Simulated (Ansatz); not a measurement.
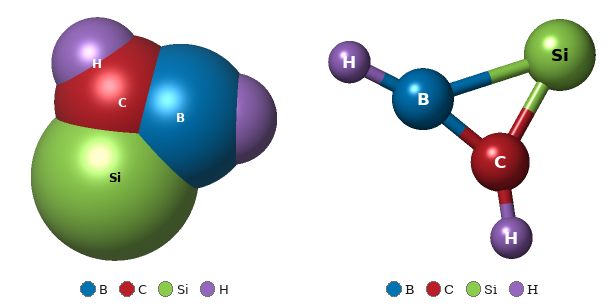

Both panels show the same species.

The species is neutral and a spin doublet.

Description:

The molecule is CH₂BSi. The point group is Cs. It is an open-shell species. All atoms lie on one plane. Coordination, clear cases only: 1 B T-shaped.

The parts below concern this one geometry. Atoms keep their numbers from picture to picture. The geometry was computed by an optimisation with PBE0-D4/def2-TZVP. No frequency run is at hand to confirm it as a minimum.

**Dipole moment**

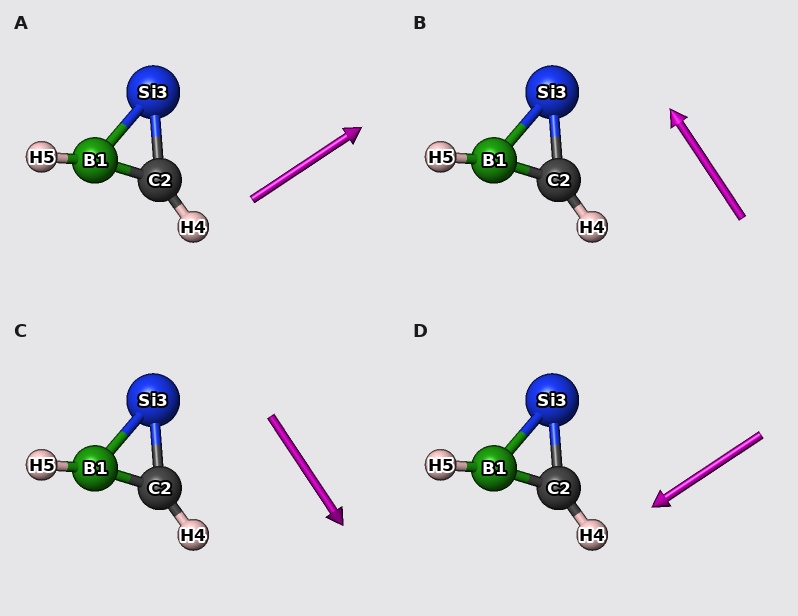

The same molecule four times, each with an arrow. No frequency run is at hand to confirm it as a minimum. Level of theory: UKS PBE0-D4/def2-TZVP (Ansatz 0.2.0).

> Which arrow points along the dipole moment, from the negative to the positive end?

C. The dipole moment is 0.40 D; it points from the side of Si3, H5 to the side of H4 (the outermost atoms at the two ends).

**Electronic properties**

No frequency run is at hand to confirm it as a minimum. Level of theory: UHF-CCSD(T), frozen core/def2-TZVPP (Ansatz 0.2.0).

Computed properties:

- ⟨S²⟩ of the determinant: 0.788
- T1 diagnostic: 0.020

**Charges**

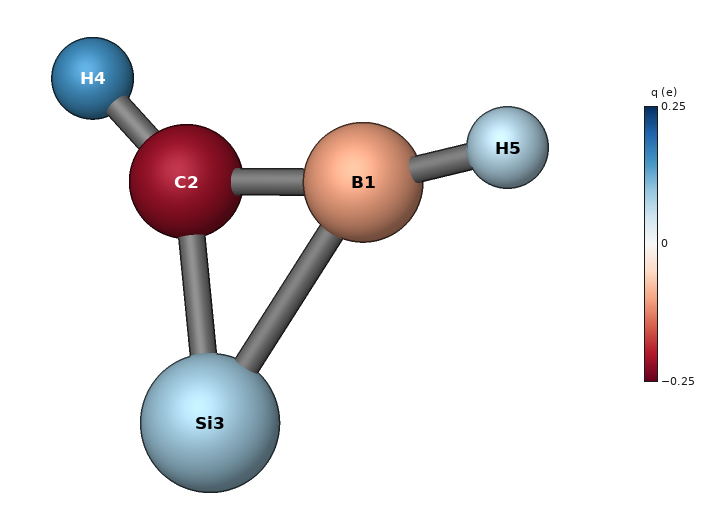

Atoms are coloured by their Mulliken charges. No frequency run is at hand to confirm it as a minimum. Method: UKS PBE0-D4/def2-TZVP (Ansatz 0.2.0).

> Which atom carries the highest charge (most positive or least negative)?

H4 (0.15 e).

> And the lowest?

C2 (−0.21 e).

Give the Mulliken charges atom by atom.

```json
{"atom": "B1", "value (e)": "−0.10"}
{"atom": "C2", "value (e)": "−0.21"}
{"atom": "Si3", "value (e)": "0.09"}
{"atom": "H4", "value (e)": "0.15"}
{"atom": "H5", "value (e)": "0.07"}
```

Mulliken values depend strongly on the basis set and can even reverse the polarity of a bond.
